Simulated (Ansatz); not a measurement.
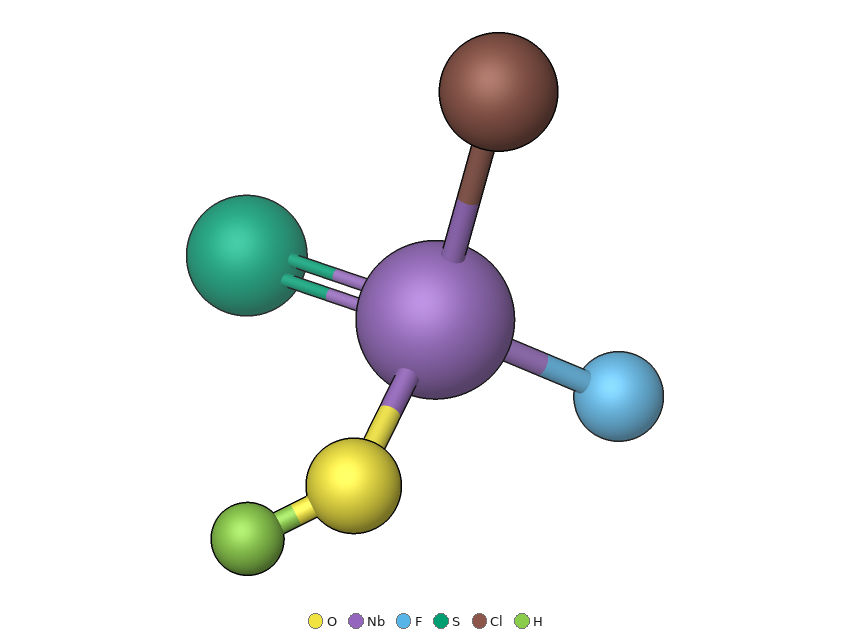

A ball-and-stick model of a molecule. Double and triple bonds are drawn as two and three sticks.

Charge 0, singlet. Computed geometry: PBE0-D4/def2-TZVP optimisation.

What does the picture show?

Formula ClFHNbOS. SMILES: `[OH][Nb@@]([F])(=[S])[Cl]`. This geometry has C1 symmetry. Coordination: 1 O bent; 1 Nb tetrahedral.

The parts below concern this one geometry. Atoms keep their numbers from picture to picture.

### Vibrations

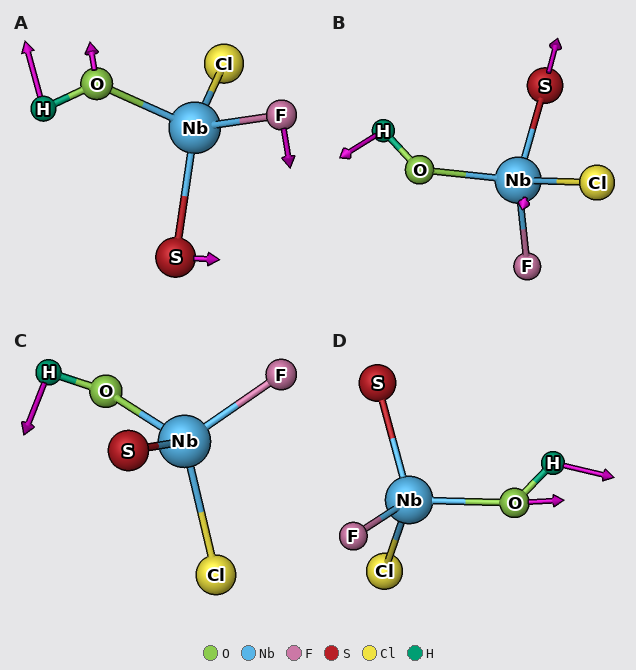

4 normal modes of one molecule or complex, as arrows. Harmonic vibrations computed with RKS PBE0-D4/def2-TZVP, core potentials on Nb (Ansatz 0.2.0) at a stationary point of the same level.

Question: Match the panels to the wavenumbers 194 cm⁻¹, 395 cm⁻¹, 594 cm⁻¹, 761 cm⁻¹.

Answer: A: 194 cm⁻¹, angle bending
B: 594 cm⁻¹
C: 395 cm⁻¹, a torsion or out-of-plane motion in which bond lengths and bond angles hardly change
D: 761 cm⁻¹, Nb–O stretching

### Electronic properties

Method: RKS SPW92 (LDA)/def2-TZVPP, core potentials on Nb (Ansatz 0.2.0).

Computed properties:

- HOMO energy (Kohn–Sham orbital): −7.17 eV
- LUMO energy (Kohn–Sham orbital): −3.54 eV
- HOMO–LUMO gap: 3.63 eV

### Charges

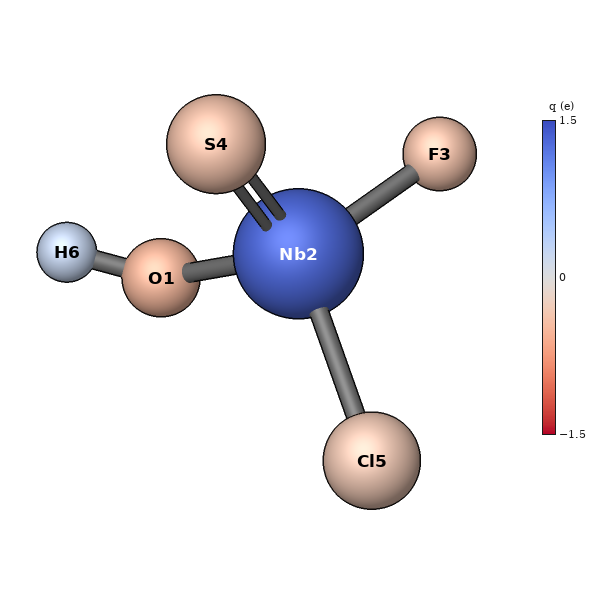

Atoms are coloured by their Mulliken charges. Method: RKS B3LYP-D4/def2-TZVPP, core potentials on Nb (Ansatz 0.2.0).

Question: Which atom carries the highest charge (most positive or least negative)?

Answer: Nb2 (1.29 e).

Question: And the lowest?

Answer: O1 (−0.48 e).

Give the Mulliken charges atom by atom.

```csv
atom,value (e)
O1,−0.48
Nb2,1.29
F3,−0.37
S4,−0.37
Cl5,−0.30
H6,0.23
```

### Thermal motion

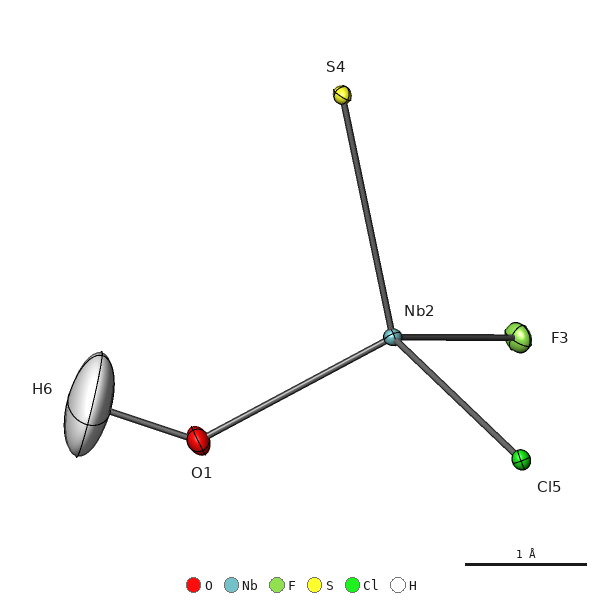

Displacement ellipsoids at the 50 % level, enlarged 1.5 times, from the internal vibrations of the free molecule (harmonic, no overall translation or rotation; no half-axis is drawn under 0.075 Å). Vibrations computed with RKS PBE0-D4/def2-TZVP, core potentials on Nb (Ansatz 0.2.0). Temperature: 0 K (zero-point motion alone).

Question: Which atom moves most?

Answer: H6, with U_eq = 0.0301 Å².

Question: Does H6 move more along its bond or across it?

Answer: Across it: the root-mean-square amplitude is 0.080 Å along the bond and up to 0.219 Å across, since bending and torsion are softer than stretching.

List U_eq and the three principal root-mean-square amplitudes for each kind of atom.

| atom | U_eq (Å²) | rms amplitudes (Å) |
| --- | --- | --- |
| O1 | 0.0027 | 0.040, 0.053, 0.062 |
| Nb2 | 0.00033 | 0.016, 0.019, 0.019 |
| F3 | 0.0026 | 0.037, 0.051, 0.061 |
| S4 | 0.0012 | 0.030, 0.030, 0.041 |
| Cl5 | 0.0011 | 0.031, 0.033, 0.037 |
| H6 | 0.0301 | 0.078, 0.191, 0.219 |

Mulliken values depend strongly on the basis set and can even reverse the polarity of a bond.
